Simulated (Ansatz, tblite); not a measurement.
**The cluster B4Cl+: one state, many levels**

Aim: run the singlet of the cluster B4Cl+ at one geometry on many levels, and compare frontier levels, spin and run time.

Computed with Ansatz 0.2.0, Gaussian basis. Level: as each input shows.

Levels to be run: GFN1-xTB, GFN2-xTB, PBE-D4/def2-TZVP, r2SCAN-D4/def2-TZVP, B2PLYP/def2-TZVP, ωB97X-V/def2-TZVP, B97M-V/def2-TZVP, PBE-D4/def2-SVP, PBE0-D4/def2-SVP, CCSD(T)/def2-TZVPP, MP2/def2-TZVP.

2 further runs of the same task are left out: 2 set aside as unsound or not needed.

## Step 1: The structure

The geometry is that of the singlet, from an earlier relaxation (r2SCAN-D4/def2-SVP). At that level it is the lowest of the isomers that a small search found.

5 atoms, charge 1, spin multiplicity 1.

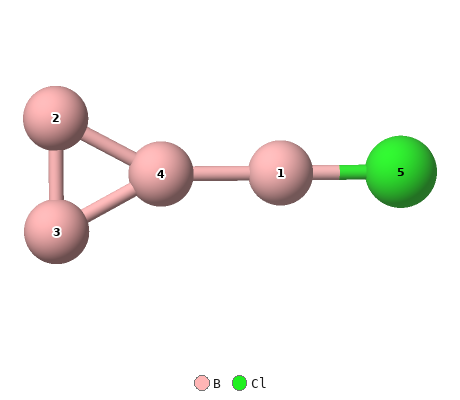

The geometry (boron pink, chlorine green); atoms are numbered from 1 in the order of the file.

The ion is computed in the gas phase, without counter-ions or solvent.

PBE0-D4/def2-TZVP was run before; its log isn't repeated, and its numbers join the tables.

## Step 2: GFN1-xTB

Tight binding, by tblite at 300 K electronic temperature and without a spin-polarisation term:

```python
tblite.interface.Calculator('GFN1-xTB', numbers, positions, charge=1, uhf=0).singlepoint()
```

Energy -253.8224 eV, HOMO -16.29 eV, LUMO -14.49 eV; 0.002 s.

## Step 3: GFN2-xTB

Tight binding, by tblite at 300 K electronic temperature and without a spin-polarisation term:

```python
tblite.interface.Calculator('GFN2-xTB', numbers, positions, charge=1, uhf=0).singlepoint()
```

Energy -241.2288 eV, HOMO -15.70 eV, LUMO -13.64 eV; 0.003 s.

## Step 4: PBE-D4/def2-TZVP

start.molden holds the orbitals of an earlier run on this state, given as this run's starting guess.

Contents of in.yaml:

```yaml
crystal:
  periodic: [false, false, false]
  atoms:
    - {symbol: B, position_ang: [0.598001, 0.119974, -1.046798]}
    - {symbol: B, position_ang: [-1.492329, -0.477000, 1.203023]}
    - {symbol: B, position_ang: [-0.307637, 0.115868, 1.947581]}
    - {symbol: B, position_ang: [-0.199634, -0.040008, 0.348976]}
    - {symbol: Cl, position_ang: [1.401599, 0.281176, -2.452782]}
basis:
  gaussian: {orbitals: def2-TZVP, initial_orbitals: start.molden}
total_charge: 1
hamiltonian: {xc: pbe, dispersion: d4}
scf: {omitted_lower_state_checks: [starts]}
output: {forces: true, orbitals: {seedname: orbitals}}
```

On the command line:

```bash
$ ansatz run in.yaml --threads 4 --pin off --events-out ev --progress --plain --max-ram 4787MiB
```

The log of the run:

```text
Functional definition: PBE
  name "PBE"
  cite "Perdew, Burke & Ernzerhof, Phys. Rev. Lett. 77, 3865 (1996) doi:10.1103/PhysRevLett.77.3865"
  parent pbe
  parameter kappa = 0.804
  parameter beta = 0.06672455060314922
  exchange = pbe_x(kappa = kappa, mu = beta*pi^2/3)
  correlation = pbe_c(beta = beta)
these checks for a lower state are left out or cut short: starts
932 factors; their error is unknown
mean field evaluation 1: about -15205.7825 eV, gradient 9.9e0 eV
mean field evaluation 2: about -15205.8791 eV, gradient 1.4e-1 eV
mean field evaluation 4: about -15205.8713 eV, gradient 9.6e-4 eV
mean field -15205.87132780 eV, -558.8054643869 hartree, gradient 1.9e-5 eV, S^2 0.000000; 0 other end points of the search recorded, 0 dependent functions left out
the calculation of the forces begins
reference -15205.87137030 eV, -558.8054659488 hartree; 18, 18 occupied and 143, 143 virtual orbitals, 932 factors
Total energy: -15205.99062856 eV, -558.8098486089 hartree
Atom 0 at     0.598001     0.119974    -1.046798 Å, force    -0.086435    -0.017255     0.150995 eV/Å
Atom 1 at    -1.492329    -0.477000     1.203023 Å, force     0.296863     0.125318     0.001760 eV/Å
Atom 2 at    -0.307637     0.115868     1.947581 Å, force    -0.141645    -0.094146    -0.273968 eV/Å
Atom 3 at    -0.199634    -0.040008     0.348976 Å, force     0.014379     0.002788    -0.024294 eV/Å
Atom 4 at     1.401599     0.281176    -2.452782 Å, force    -0.083162    -0.016706     0.145507 eV/Å
Dipole moment:    -0.171004    -0.034317     0.299287 e Å
Checks for a lower state left out: starts
```

It took 0.65 s on 4 threads of Intel Xeon 6975P-C, shared host.

HOMO -12.10 eV, LUMO -10.28 eV.

## Step 5: r2SCAN-D4/def2-TZVP

Changes to in.yaml since step 4:

```diff
@@ -11,4 +11,4 @@
 total_charge: 1
-hamiltonian: {xc: pbe, dispersion: d4}
+hamiltonian: {xc: r2scan, dispersion: d4}
 scf: {omitted_lower_state_checks: [starts]}
-output: {forces: true, orbitals: {seedname: orbitals}}
+output: {orbitals: {seedname: orbitals}}
```

The command is unchanged.

The log of the run:

```text
Functional definition: r2SCAN
  name "r2SCAN"
  cite "Furness, Kaplan, Ning, Perdew & Sun, J. Phys. Chem. Lett. 11, 8208 (2020) doi:10.1021/acs.jpclett.0c02405"
  cite "Furness, Kaplan, Ning, Perdew & Sun, J. Phys. Chem. Lett. 11, 9248 (2020) doi:10.1021/acs.jpclett.0c03077"
  parent r2scan
  parameter k0 = 0.174
  parameter k1 = 0.065
  parameter a1 = 4.9479
  exchange = r2scan_x(k0 = k0, k1 = k1, a1 = a1)
  correlation = r2scan_c
these checks for a lower state are left out or cut short: starts
932 factors; their error is unknown
mean field evaluation 1: about -15212.4283 eV, gradient 6.9e0 eV
mean field evaluation 2: about -15212.4606 eV, gradient 6.5e-2 eV
mean field evaluation 4: about -15212.4558 eV, gradient 4.5e-4 eV
mean field -15212.45583031 eV, -559.0474403911 hartree, gradient 1.5e-5 eV, S^2 0.000000; 0 other end points of the search recorded, 0 dependent functions left out
reference -15212.45584333 eV, -559.0474408694 hartree; 18, 18 occupied and 143, 143 virtual orbitals, 932 factors
Total energy: -15212.48369686 eV, -559.0484644679 hartree
Checks for a lower state left out: starts
```

It took 0.95 s on 4 threads of Intel Xeon 6975P-C, shared host.

From the report: HOMO -12.25 eV, LUMO -10.09 eV.

## Step 6: B2PLYP/def2-TZVP

Changes to in.yaml since step 5:

```diff
@@ -11,4 +11,3 @@
 total_charge: 1
-hamiltonian: {xc: r2scan, dispersion: d4}
+hamiltonian: {xc: {name: B2PLYP}}
 scf: {omitted_lower_state_checks: [starts]}
-output: {orbitals: {seedname: orbitals}}
```

The command is unchanged.

The log of the run:

```text
Functional definition: B2PLYP
  name "B2PLYP"
  cite "Grimme, J. Chem. Phys. 124, 034108 (2006) doi:10.1063/1.2148954"
  cite "Becke, Phys. Rev. A 38, 3098 (1988) doi:10.1103/PhysRevA.38.3098"
  cite "Lee, Yang & Parr, Phys. Rev. B 37, 785 (1988) doi:10.1103/PhysRevB.37.785"
  parameter a = 0.53
  parameter c = 0.27
  exchange = (1 - a)*b88_x + a*exact_x
  correlation = (1 - c)*lyp_c + c*(mp2_os + mp2_ss)
these checks for a lower state are left out or cut short: starts
992 factors; integrals over basis functions are off by at most 7.7e-4 eV
mean field evaluation 1: about -15203.2804 eV, gradient 9.4e0 eV
mean field evaluation 2: about -15203.3970 eV, gradient 1.9e-1 eV
mean field evaluation 4: about -15203.8351 eV, gradient 1.0e-2 eV
mean field evaluation 8: about -15203.8352 eV, gradient 1.5e-6 eV
mean field -15203.83524695 eV, -558.7306397957 hartree, gradient 9.5e-7 eV, S^2 0.000000; 0 other end points of the search recorded, 0 dependent functions left out
9 core orbitals not correlated: weight in the atoms' cores, before any rotation towards them, 1.000 or more for the frozen orbitals, at most 0.000 for the correlated occupied ones
reference -15203.83540717 eV, -558.7306456838 hartree; 9, 9 occupied and 143, 143 virtual orbitals, 992 factors
second order -18.79639641 eV of doubles, -0.00000000 eV of singles
Total energy: -15208.91043420 eV, -558.9171494872 hartree
Checks for a lower state left out: starts
```

Wall time 1.4 s (4 threads of Intel Xeon 6975P-C, shared host).

## Step 7: ωB97X-V/def2-TZVP

Changes to in.yaml since step 6:

```diff
@@ -11,3 +11,4 @@
 total_charge: 1
-hamiltonian: {xc: {name: B2PLYP}}
+hamiltonian: {xc: {name: wB97X-V}}
 scf: {omitted_lower_state_checks: [starts]}
+output: {orbitals: {seedname: orbitals}}
```

The command is unchanged.

The log of the run:

```text
Functional definition: wB97X-V
  name "wB97X-V"
  cite "Mardirossian & Head-Gordon, Phys. Chem. Chem. Phys. 16, 9904 (2014) doi:10.1039/C3CP54374A"
  cite "Becke, J. Chem. Phys. 107, 8554 (1997) doi:10.1063/1.475007"
  cite "Vydrov & Van Voorhis, J. Chem. Phys. 133, 244103 (2010) doi:10.1063/1.3521275"
  parameter omega = 0.3/bohr
  parameter cx = 0.167
  parameter cx1 = 0.603
  parameter cx2 = 1.194
  parameter css0 = 0.556
  parameter css1 = -0.257
  parameter cos0 = 1.219
  parameter cos1 = -1.850
  parameter b = 6.0
  parameter c = 0.01
  exchange = spin_sum(e_x_unif_sr(omega)*poly(b97_u_x, 1 - cx, cx1, cx2)) + cx*exact_x_sr(omega) + exact_x_lr(omega)
  correlation = spin_sum(e_c_pw_same_spin*poly(b97_u_same, css0, css1))
      + integral(e_c_pw_opposite_spin*poly(b97_u_opposite, cos0, cos1)) + vv10(b, c)
these checks for a lower state are left out or cut short: starts
939 factors; their error is unknown
223 factors; integrals over basis functions are off by at most 2.4e-5 eV
mean field evaluation 1: about -15211.9997 eV, gradient 6.8e0 eV
mean field evaluation 2: about -15212.0733 eV, gradient 1.5e-1 eV
mean field evaluation 4: about -15212.0975 eV, gradient 1.1e-3 eV
mean field -15212.09749981 eV, -559.0342719881 hartree, gradient 1.9e-5 eV, S^2 0.000000; 0 other end points of the search recorded, 0 dependent functions left out
reference -15212.09749780 eV, -559.0342719141 hartree; 18, 18 occupied and 143, 143 virtual orbitals, 939 factors
Total energy: -15212.09749780 eV, -559.0342719141 hartree
Checks for a lower state left out: starts
```

It took 1.7 s on 4 threads of Intel Xeon 6975P-C, shared host.

HOMO -14.96 eV, LUMO -6.89 eV.

## Step 8: B97M-V/def2-TZVP

Changes to in.yaml since step 7:

```diff
@@ -11,3 +11,3 @@
 total_charge: 1
-hamiltonian: {xc: {name: wB97X-V}}
+hamiltonian: {xc: {name: B97M-V}}
 scf: {omitted_lower_state_checks: [starts]}
```

The command is unchanged.

The log of the run:

```text
Functional definition: B97M-V
  name "B97M-V"
  cite "Mardirossian & Head-Gordon, J. Chem. Phys. 142, 074111 (2015) doi:10.1063/1.4907719"
  cite "Becke, J. Chem. Phys. 107, 8554 (1997) doi:10.1063/1.475007"
  cite "Vydrov & Van Voorhis, J. Chem. Phys. 133, 244103 (2010) doi:10.1063/1.3521275"
  # Of w^i u^j: cxij and so on, Table III.
  parameter cx00 = 1.000
  parameter cx01 = 1.308
  parameter cx02 = 1.901
  parameter cx10 = 0.416
  parameter cx11 = 3.070
  parameter css00 = 1.000
  parameter css02 = -1.855
  parameter css10 = -5.668
  parameter css32 = -20.497
  parameter css42 = -20.364
  parameter cos00 = 1.000
  parameter cos01 = 1.573
  parameter cos03 = -6.298
  parameter cos10 = 2.535
  parameter cos32 = -6.427
  parameter b = 6.0
  parameter c = 0.01
  gx(w, u) = cx00 + cx01*u + cx02*u^2 + (cx10 + cx11*u)*w
  gss(w, u) = css00 + css02*u^2 + css10*w + (css32*w^3 + css42*w^4)*u^2
  gos(w, u) = cos00 + cos01*u + cos03*u^3 + cos10*w + cos32*w^3*u^2
  exchange = spin_sum(e_x_unif_s*gx(b97_w, b97_u_x))
  correlation = spin_sum(e_c_pw_mod_same_spin*gss(b97_w, b97_u_same))
      + integral(e_c_pw_mod_opposite_spin*gos(b97_w_opposite, b97_u_opposite)) + vv10(b, c)
these checks for a lower state are left out or cut short: starts
932 factors; their error is unknown
mean field evaluation 1: about -15213.4490 eV, gradient 1.6e1 eV
mean field evaluation 2: about -15213.5615 eV, gradient 1.3e-1 eV
mean field evaluation 4: about -15213.5525 eV, gradient 2.4e-4 eV
mean field -15213.55249331 eV, -559.0877420131 hartree, gradient 8.9e-6 eV, S^2 0.000000; 0 other end points of the search recorded, 0 dependent functions left out
reference -15213.55255456 eV, -559.0877442636 hartree; 18, 18 occupied and 143, 143 virtual orbitals, 932 factors
Total energy: -15213.55255456 eV, -559.0877442636 hartree
Checks for a lower state left out: starts
```

Wall time 1.6 s (4 threads of Intel Xeon 6975P-C, shared host).

From the report: HOMO -12.13 eV, LUMO -9.82 eV.

## Step 9: PBE-D4/def2-SVP

Changes to in.yaml since step 8:

```diff
@@ -9,5 +9,5 @@
 basis:
-  gaussian: {orbitals: def2-TZVP, initial_orbitals: start.molden}
+  gaussian: {orbitals: def2-SVP, initial_orbitals: start.molden}
 total_charge: 1
-hamiltonian: {xc: {name: B97M-V}}
+hamiltonian: {xc: pbe, dispersion: d4}
 scf: {omitted_lower_state_checks: [starts]}
```

Launched as before.

The log of the run:

```text
Functional definition: PBE
  name "PBE"
  cite "Perdew, Burke & Ernzerhof, Phys. Rev. Lett. 77, 3865 (1996) doi:10.1103/PhysRevLett.77.3865"
  parent pbe
  parameter kappa = 0.804
  parameter beta = 0.06672455060314922
  exchange = pbe_x(kappa = kappa, mu = beta*pi^2/3)
  correlation = pbe_c(beta = beta)
these checks for a lower state are left out or cut short: starts
811 factors; their error is unknown
mean field evaluation 1: about -15198.6064 eV, gradient 6.6e0 eV
mean field evaluation 2: about -15198.7226 eV, gradient 1.1e-1 eV
mean field evaluation 4: about -15198.6890 eV, gradient 4.3e-4 eV
mean field -15198.68896910 eV, -558.5415175729 hartree, gradient 8.2e-6 eV, S^2 0.000000; 0 other end points of the search recorded, 0 dependent functions left out
reference -15198.68900209 eV, -558.5415187854 hartree; 18, 18 occupied and 56, 56 virtual orbitals, 811 factors
Total energy: -15198.80826035 eV, -558.5459014455 hartree
Checks for a lower state left out: starts
```

Run time: 0.3 s. Hardware: 4 threads of Intel Xeon 6975P-C, shared host.

HOMO -12.14 eV, LUMO -10.33 eV.

## Step 10: PBE0-D4/def2-SVP

Changes to in.yaml since step 9:

```diff
@@ -11,3 +11,3 @@
 total_charge: 1
-hamiltonian: {xc: pbe, dispersion: d4}
+hamiltonian: {xc: pbe0, dispersion: d4}
 scf: {omitted_lower_state_checks: [starts]}
```

Launched as before.

The log of the run:

```text
Functional definition: PBE0
  name "PBE0"
  cite "Adamo & Barone, J. Chem. Phys. 110, 6158 (1999) doi:10.1063/1.478522"
  cite "Perdew, Burke & Ernzerhof, Phys. Rev. Lett. 77, 3865 (1996) doi:10.1103/PhysRevLett.77.3865"
  parent pbe
  parameter a = 0.25
  parameter kappa = 0.804
  parameter beta = 0.06672455060314922
  exchange = (1 - a)*pbe_x(kappa = kappa, mu = beta*pi^2/3) + a*exact_x
  correlation = pbe_c(beta = beta)
these checks for a lower state are left out or cut short: starts
829 factors; their error is unknown
mean field evaluation 1: about -15199.6916 eV, gradient 4.3e0 eV
mean field evaluation 2: about -15199.7464 eV, gradient 4.3e-2 eV
mean field evaluation 4: about -15199.7887 eV, gradient 7.5e-5 eV
mean field -15199.78867983 eV, -558.5819311969 hartree, gradient 7.5e-5 eV, S^2 0.000000; 0 other end points of the search recorded, 0 dependent functions left out
reference -15199.78870439 eV, -558.5819320996 hartree; 18, 18 occupied and 56, 56 virtual orbitals, 829 factors
Total energy: -15199.89017440 eV, -558.5856610537 hartree
Checks for a lower state left out: starts
```

Wall time 0.35 s (4 threads of Intel Xeon 6975P-C, shared host).

Report: HOMO -13.00 eV, LUMO -9.31 eV.

## Step 11: CCSD(T)/def2-TZVPP

Changes to in.yaml since step 10:

```diff
@@ -9,5 +9,5 @@
 basis:
-  gaussian: {orbitals: def2-SVP, initial_orbitals: start.molden}
+  gaussian: {orbitals: def2-TZVPP, initial_orbitals: start.molden}
 total_charge: 1
-hamiltonian: {xc: pbe0, dispersion: d4}
+correlation: {method: ccsd_t}
 scf: {omitted_lower_state_checks: [starts]}
```

Launched as before.

The log of the run:

```text
Functional definition: HF
  name "HF"
  cite "Fock, Z. Phys. 61, 126 (1930) doi:10.1007/BF01340294"
  parent pbe
  exchange = exact_x
  correlation = 0
these checks for a lower state are left out or cut short: starts
1028 factors; integrals over basis functions are off by at most 7.3e-4 eV
mean field evaluation 1: about -15176.9271 eV, gradient 2.8e1 eV
mean field evaluation 2: about -15177.6589 eV, gradient 1.1e0 eV
mean field evaluation 4: about -15177.9638 eV, gradient 4.2e-2 eV
mean field evaluation 8: about -15177.9639 eV, gradient 1.8e-6 eV
mean field evaluation 16: about -15158.0289 eV, gradient 1.4e1 eV
mean field evaluation 32: about -15172.0205 eV, gradient 2.5e-2 eV
mean field -15177.96388282 eV, -557.7798847003 hartree, gradient 7.3e-6 eV, S^2 0.000000; 0 other end points of the search recorded, 0 dependent functions left out; unrestricted orbitals would lower it
9 core orbitals not correlated: weight in the atoms' cores, before any rotation towards them, 1.000 or more for the frozen orbitals, at most 0.000 for the correlated occupied ones
reference -15177.96388282 eV, -557.7798847003 hartree; 9, 9 occupied and 148, 148 virtual orbitals, 1028 factors
second order -14.50628298 eV of doubles, -0.00000000 eV of singles
cycle   1  -14.55906018 eV  change   -5.3e-2 eV  update   1.4e-1
cycle   2  -15.08879713 eV  change   -5.3e-1 eV  update   5.3e-2
cycle   3  -15.27046986 eV  change   -1.8e-1 eV  update   3.3e-2
cycle   4  -15.26534750 eV  change    5.1e-3 eV  update   1.6e-2
cycle   5  -15.27149694 eV  change   -6.1e-3 eV  update   9.9e-3
cycle   6  -15.27658541 eV  change   -5.1e-3 eV  update   4.6e-3
cycle   7  -15.27703321 eV  change   -4.5e-4 eV  update   2.2e-3
cycle   8  -15.27779316 eV  change   -7.6e-4 eV  update   1.1e-3
cycle   9  -15.27798584 eV  change   -1.9e-4 eV  update   5.3e-4
cycle  10  -15.27760830 eV  change    3.8e-4 eV  update   2.5e-4
cycle  11  -15.27766795 eV  change   -6.0e-5 eV  update   1.3e-4
cycle  12  -15.27771669 eV  change   -4.9e-5 eV  update   5.4e-5
cycle  13  -15.27775765 eV  change   -4.1e-5 eV  update   2.7e-5
cycle  14  -15.27777477 eV  change   -1.7e-5 eV  update   9.1e-6
perturbative correction -1.17951150 eV, -0.0433462479 hartree
Total energy: -15194.42116908 eV, -558.3846788152 hartree
Checks for a lower state left out: starts
```

It took 6.5 s on 4 threads of Intel Xeon 6975P-C, shared host; peak memory 1.4 GiB.

Hartree-Fock HOMO -14.54 eV, LUMO -5.39 eV; T1 0.034. Doubts: large T1 diagnostic, restricted state is unstable towards broken spin symmetry.

## Step 12: MP2/def2-TZVP

Changes to in.yaml since step 11:

```diff
@@ -9,5 +9,5 @@
 basis:
-  gaussian: {orbitals: def2-TZVPP, initial_orbitals: start.molden}
+  gaussian: {orbitals: def2-TZVP, initial_orbitals: start.molden}
 total_charge: 1
-correlation: {method: ccsd_t}
+correlation: {method: mp2}
 scf: {omitted_lower_state_checks: [starts]}
```

The command is unchanged.

The log of the run:

```text
Functional definition: HF
  name "HF"
  cite "Fock, Z. Phys. 61, 126 (1930) doi:10.1007/BF01340294"
  parent pbe
  exchange = exact_x
  correlation = 0
these checks for a lower state are left out or cut short: starts
992 factors; integrals over basis functions are off by at most 7.7e-4 eV
mean field evaluation 1: about -15176.9093 eV, gradient 2.8e1 eV
mean field evaluation 2: about -15177.6399 eV, gradient 1.1e0 eV
mean field evaluation 4: about -15177.9634 eV, gradient 4.8e-2 eV
mean field evaluation 8: about -15177.9635 eV, gradient 1.6e-6 eV
mean field -15177.96349310 eV, -557.7798703784 hartree, gradient 9.5e-6 eV, S^2 0.000000; 0 other end points of the search recorded, 0 dependent functions left out; unrestricted orbitals would lower it
9 core orbitals not correlated: weight in the atoms' cores, before any rotation towards them, 1.000 or more for the frozen orbitals, at most 0.000 for the correlated occupied ones
reference -15177.96349310 eV, -557.7798703784 hartree; 9, 9 occupied and 143, 143 virtual orbitals, 992 factors
second order -14.41408068 eV of doubles, -0.00000000 eV of singles
Total energy: -15192.37757378 eV, -558.3095780731 hartree
Checks for a lower state left out: starts
```

Wall time 0.9 s (4 threads of Intel Xeon 6975P-C, shared host).

Report: Hartree-Fock HOMO -14.54 eV, LUMO -5.39 eV. Doubts: restricted state is unstable towards broken spin symmetry.

## Step 13: Comparison

```
              level  functions  HOMO (eV)  LUMO (eV)  gap (eV)    time
    PBE-D4/def2-SVP         74     -12.14     -10.33      1.81   0.3 s
   PBE-D4/def2-TZVP        161     -12.10     -10.28      1.81  0.65 s
r2SCAN-D4/def2-TZVP        161     -12.25     -10.09      2.16  0.95 s
   B97M-V/def2-TZVP        161     -12.13      -9.82      2.31   1.6 s
   PBE0-D4/def2-SVP         74     -13.00      -9.31      3.69  0.35 s
  PBE0-D4/def2-TZVP        161     -12.94      -9.25      3.69   0.9 s
  ωB97X-V/def2-TZVP        161     -14.96      -6.89      8.07   1.7 s
```

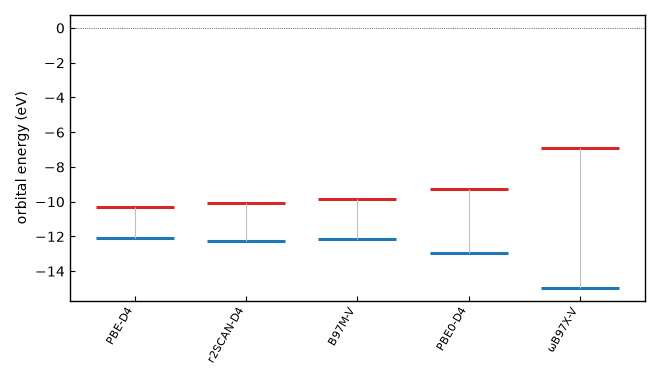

Highest filled (blue) and lowest empty (red) level in def2-TZVP.

Energy pieces by basis (eV):

```csv
basis,HF,MP2 correlation,CCSD correlation,(T),total
def2-TZVPP,-15177.9639,-14.5063,-15.2778,-1.1795,-15194.4212
def2-TZVP,-15177.9635,-14.4141,,,-15192.3776 (MP2)
```

## Step 14: Summary of results

| quantity | value |
| --- | --- |
| gap in def2-TZVP, named functionals, smallest and largest | 1.81 eV (PBE-D4), 8.07 eV (ωB97X-V) |
| correlation energy, CCSD(T)/def2-TZVPP | -16.46 eV |
| correlation energy, MP2/def2-TZVP | -14.41 eV |
| PBE0 total energy, smallest basis above largest | 7.16 eV (def2-SVP, def2-TZVP) |

What this shows: Orbital gaps of the named functionals in def2-TZVP span 1.81 eV (PBE-D4) to 8.07 eV (ωB97X-V); exact exchange widens it. Notes on CCSD(T)/def2-TZVPP: large T1 diagnostic.

The slowest run with a step of its own, CCSD(T)/def2-TZVPP, took 6.5 s; the quickest functional in def2-TZVP took 0.65 s (shared host).
